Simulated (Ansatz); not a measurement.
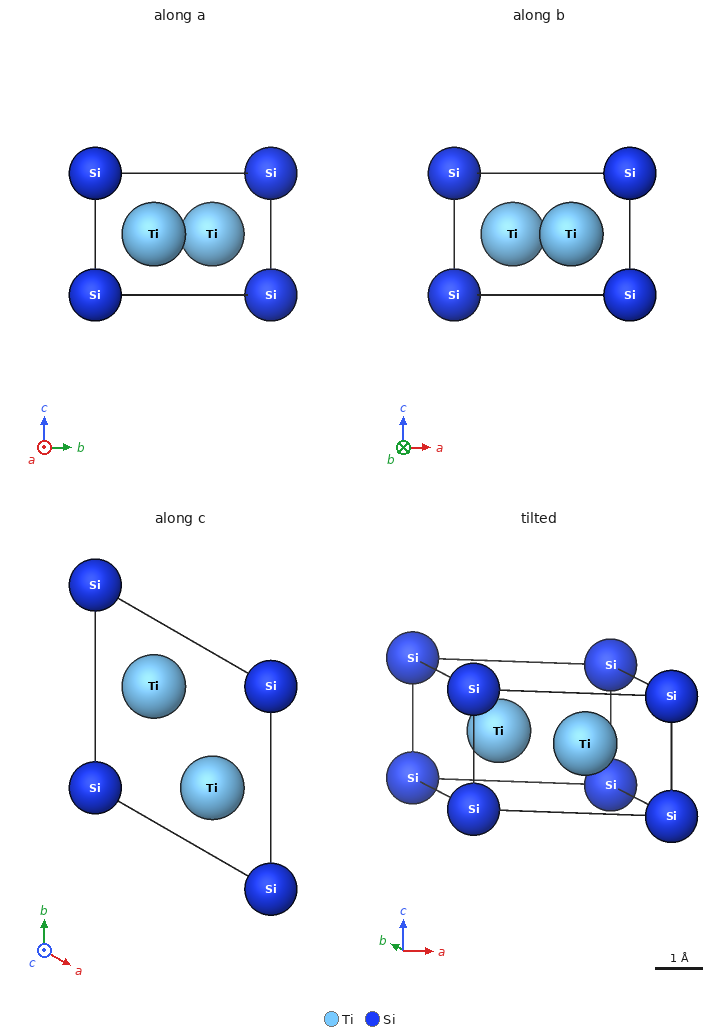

Spheres-only drawing of the structure, looking along the a axis, along the b axis, along the c axis and slightly off an axis. The conventional unit cell is outlined; an atom on or near a face, edge or corner is repeated at each equivalent position.

Lattice parameters: a = 4.408 Å, b = 4.408 Å, c = 2.645 Å, α = 90.00°, β = 90.00°, γ = 120.00°. Put a along x and b in the xy plane.

Express the structure as a POSCAR file.

```
Ti Si
1.0
     4.408    0.000    0.000
    -2.204    3.817    0.000
     0.000    0.000    2.645
Ti Si
2 1
Direct
  0.3333 0.6667 0.5000
  0.6667 0.3333 0.5000
  0.0000 0.0000 0.0000
```

It goes back to a structure type filled with these elements by a generator (whether the compound takes this form wasn't checked). Earlier steps of the study may have refined or changed the cell and positions. It went into a calculation with Ansatz.
